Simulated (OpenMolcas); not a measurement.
# A workflow on SiH3O (SMILES [O][SiH3])

Aim: the energy (ROHF/STO-3G), then a single-point energy (FCI/STO-3G), then the excited states of SiH3O. 

Program for the calculation: OpenMolcas 26.06.

**1. The structure to begin with**

The species is SiH3O (5 atoms), meant as a doublet with charge 0. SMILES: `[O][SiH3]`. Geometry: relaxed at GFN2-xTB.

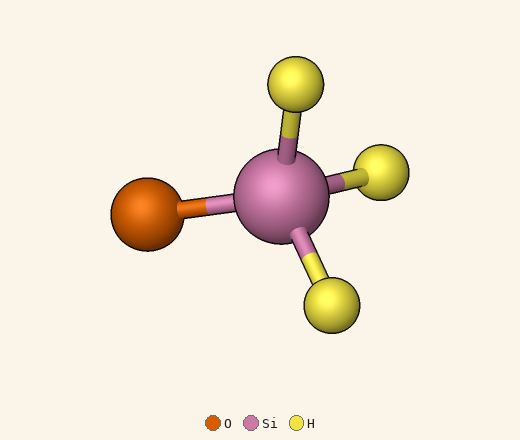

The structure, seen from a chosen angle (oxygen orange, silicon pink, hydrogen yellow).

**2. The energy at ROHF/STO-3G (run 1)**

Contents of step1.inp:

```
&GATEWAY
 BasLib = $CurrDir
 Coord
 5
 bohr
 O     -2.67700493     0.50616314     1.30430787
 Si    -0.12443847     0.01481545     0.03754886
 H     -0.22799546    -0.45806961    -2.73535967
 H      1.29614425    -2.19068391     1.08268079
 H      1.73327570     2.12775603     0.31082215
 Basis = STO-3G
 Group = NoSym

&SEWARD

&SCF
 UHF
 Spin = 2
 PrOrbitals = 1 1

&RASSCF
 FileOrb = $Project.UnaOrb
 Spin = 2
 Nactel = 1 0 0
 Inactive = 12
 Ras2 = 1
 OutOrbitals = Canonical
 OrbListing = Nothing
```

The basis set STO-3G is read from a file made from the Basis Set Exchange's data (not shown).

The run is started by

```console
export MOLCAS_MEM=1860
pymolcas step1.inp > step1.log
```

Standard output:

```text
--- Start Module: gateway ---
[...]
--- Stop Module: gateway /rc=_RC_ALL_IS_WELL_ ---
[...]
      Basis functions           17
[...]
--- Start Module: scf ---
[...]
       Convergence after  14 Iterations
[...]
::    Total SCF energy                               -361.1309043923
[...]
      Total spin, S                                     0.5027904636
[...]
--- Stop Module: scf /rc=_RC_ALL_IS_WELL_ ---
--- Start Module: rasscf ---
[...]
      Number of active orbitals                  1
[...]
      Spin quantum number                      0.5
[...]
      Active orbitals                            1
[...]
      Number of CSFs                             1
[...]
      Number of root(s) required                 1
[...]
      Convergence after  9 iterations
[...]
      printout of CI-coefficients larger than  0.05 for root  1
      energy=    -361.129552
      conf/sym  1     Coeff  Weight
             1  u   1.00000 1.00000
      Natural orbitals and occupation numbers for root  1
      sym 1:   1.000000
      ************************************************************************************************************************
      *                                                    Final results                                                     *
[...]
::    RASSCF root number  1 Total energy:   -361.12955194
[...]
      Total electronic charge=   25.000000
      Total            charge=   -0.000000
[...]
      Dipole Moment (debye):
      Origin of the operator (angstrom)=   -0.4896    0.0899    0.2315
                   X=  4.8349E-01               Y= -5.5527E-02               Z= -1.3684E-01           Total=  5.0554E-01
      Quadrupole Moment (debye*angstrom):
[...]
--- Stop Module: rasscf /rc=_RC_ALL_IS_WELL_ ---
[...]
```

It took 2.3 s on 1 thread of Arm Neoverse V1, shared host; peak memory 0.37 GiB.

**3. The energy at FCI/STO-3G (run 2)**

Contents of step2.input:

```
&GATEWAY
  BasLib=$CurrDir
  Coord
  5
  bohr
  O     -2.67700493     0.50616314     1.30430787
  Si    -0.12443847     0.01481545     0.03754886
  H     -0.22799546    -0.45806961    -2.73535967
  H      1.29614425    -2.19068391     1.08268079
  H      1.73327570     2.12775603     0.31082215
  Basis=STO-3G
  Group=NoSym

&SEWARD

&RASSCF
  FileOrb=$CurrDir/step1.RasOrb
  Spin=2
  Nactel=13 0 0
  Inactive=6
  Ras2=11
  CIRoot=3 3 1
  OrbListing=Nothing
  OrbAppear=Compact
  CIOnly
```

The basis set STO-3G is read from a file made from the Basis Set Exchange's data (not shown).

The run is started by

```console
export MOLCAS_MEM=1860
pymolcas step2.input > step2.log
```

Standard output:

```text
--- Start Module: gateway ---
[...]
--- Stop Module: gateway /rc=_RC_ALL_IS_WELL_ ---
--- Start Module: seward ---
[...]
      Basis functions           17
--- Stop Module: seward /rc=_RC_ALL_IS_WELL_ ---
--- Start Module: rasscf ---
[...]
      Number of active orbitals                 11
[...]
      Spin quantum number                      0.5
[...]
      Active orbitals                           11
[...]
      Number of CSFs                         76230
[...]
      Number of root(s) required                 3
[...]
      printout of CI-coefficients larger than  0.05 for root  1
      energy=    -361.210601
      conf/sym  11111111111     Coeff  Weight
             1  222222u0000  -0.96616 0.93346
            31  2222u220000   0.05701 0.00325
           402  222202u0200  -0.06706 0.00450
           521  2u22d2uud00  -0.05199 0.00270
[...]
      Natural orbitals and occupation numbers for root  1
      sym 1:   1.998444   1.985016   1.993197   1.973919   1.964012   1.967106   1.003300   0.037182   0.029671   0.028967
               0.019186
      Natural orbitals and occupation numbers for root  2
      sym 1:   1.998444   1.985038   1.964807   1.973897   1.966796   1.003233   1.993102   0.037135   0.029823   0.028564
               0.019160
      Natural orbitals and occupation numbers for root  3
      sym 1:   1.993802   1.979556   1.992837   1.001539   1.965679   1.966054   1.992681   0.036206   0.030628   0.029701
               0.011317
[...]
::    RASSCF root number  1 Total energy:   -361.21060064
::    RASSCF root number  2 Total energy:   -361.21016478
::    RASSCF root number  3 Total energy:   -361.09990959
[...]
      Total electronic charge=   25.000000
      Total            charge=    0.000000
[...]
      Dipole Moment (debye):
      Origin of the operator (angstrom)=   -0.4896    0.0899    0.2315
                   X=  5.4357E-02               Y= -4.3299E-02               Z= -1.1387E-01           Total=  1.3340E-01
      Quadrupole Moment (debye*angstrom):
[...]
--- Stop Module: rasscf /rc=_RC_ALL_IS_WELL_ ---
[...]
```

Run time: 15 s. Hardware: 1 thread of Arm Neoverse V1, shared host; peak memory 0.37 GiB.

The roots found:

```tsv
excited state	energy (eV)
1	0.012
2	3.012
```

**4. The vertical excitations at FCI/STO-3G (run 3)**

Contents of step3.inp:

```
>>> EXPORT MOLCAS_PRINT=2

&GATEWAY
 BasLib=$CurrDir
 Coord
 5
 bohr
 O     -2.67700493     0.50616314     1.30430787
 Si    -0.12443847     0.01481545     0.03754886
 H     -0.22799546    -0.45806961    -2.73535967
 H      1.29614425    -2.19068391     1.08268079
 H      1.73327570     2.12775603     0.31082215
 Basis=STO-3G
 Group=NoSym

&SEWARD

&RASSCF
 FileOrb=$CurrDir/step1.RasOrb
 Spin=2
 Nactel=13 0 0
 Inactive=6
 Ras2=11
 CIRoot=4 4 1
 OrbListing=Nothing
 OrbAppear=Compact
 CIOnly

&RASSI
 NrOfJobIphs=1 all
```

The basis set STO-3G is read from a file made from the Basis Set Exchange's data (not shown).

The run is started by

```console
export MOLCAS_MEM=1860
pymolcas step3.inp > step3.log
```

Standard output, cut to the lines that bear on the results:

```text
--- Start Module: gateway ---
[...]
--- Stop Module: gateway /rc=_RC_ALL_IS_WELL_ ---
[...]
      Basis functions           17
[...]
      Number of active orbitals                 11
[...]
      Spin quantum number                      0.5
[...]
      Active orbitals                           11
[...]
      Number of CSFs                         76230
[...]
      Number of root(s) required                 4
[...]
      printout of CI-coefficients larger than  0.05 for root  1
      energy=    -361.210601
      conf/sym  11111111111     Coeff  Weight
             1  222222u0000   0.96616 0.93346
            31  2222u220000  -0.05702 0.00325
           402  222202u0200   0.06706 0.00450
           521  2u22d2uud00   0.05199 0.00270
[...]
      Natural orbitals and occupation numbers for root  1
      sym 1:   1.998444   1.985016   1.993197   1.973919   1.964012   1.967106   1.003300   0.037182   0.029671   0.028967
               0.019186
      Natural orbitals and occupation numbers for root  2
      sym 1:   1.998444   1.985038   1.964807   1.973897   1.966796   1.003233   1.993102   0.037135   0.029823   0.028564
               0.019160
      Natural orbitals and occupation numbers for root  3
      sym 1:   1.993802   1.979556   1.992837   1.001539   1.965679   1.966054   1.992681   0.036205   0.030628   0.029701
               0.011317
      Natural orbitals and occupation numbers for root  4
      sym 1:   1.998185   1.978594   1.966679   1.956476   1.072204   1.886825   1.853864   0.108239   0.096446   0.049012
               0.033477
[...]
::    RASSCF root number  1 Total energy:   -361.21060064
::    RASSCF root number  2 Total energy:   -361.21016478
[...]
::    RASSI State    1     Total energy:    -361.21060063734046
::    RASSI State    2     Total energy:    -361.21016478161886
::    RASSI State    3     Total energy:    -361.09990959272034
::    RASSI State    4     Total energy:    -360.93878748215707
[...]
  SPIN-FREE ENERGIES:
  (Shifted by EMIN (a.u.) =       -361.2106006373)
 SF State       Relative EMIN(au)   Rel lowest level(eV)    D:o, cm**(-1)
     1             0.0000000000        0.0000000000              0.0000
     2             0.0004358557        0.0118602384             95.6593
     3             0.1106910446        3.0120567691          24293.8762
     4             0.2718131552        7.3964127524          59656.0920
[...]
--- Stop Module: rassi /rc=_RC_ALL_IS_WELL_ ---
[...]
```

Run time: 98 s. Hardware: 1 thread of Arm Neoverse V1, shared host; peak memory 0.37 GiB.

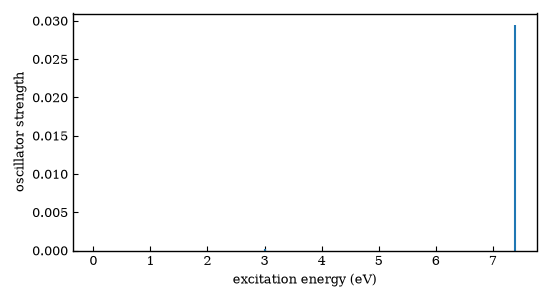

Vertical excitations as sticks.

The roots found:

```tsv
excited state	energy (eV)	strength
1	0.012	0.0000
2	3.012	0.0002
3	7.396	0.0295
```

**5. What came out**

| quantity | value |
| --- | --- |
| run 1, ROHF/STO-3G: total energy | -361.12955 Eh |
| run 1, ROHF/STO-3G: dipole moment | 0.51 D |
| run 2, FCI/STO-3G: total energy | -361.21060 Eh |
| run 2, FCI/STO-3G: lowest excitation energy within this active space | 0.01 eV |

Mulliken charges (run 1, ROHF/STO-3G) run from -0.35 on O1 to +0.84 on Si2. Excitation energies in a minimal basis are rough. The brightest of the 3 transitions from the ground state lies at 7.40 eV (168 nm, f = 0.029); the lowest, at 0.01 eV, has f = 0.000.
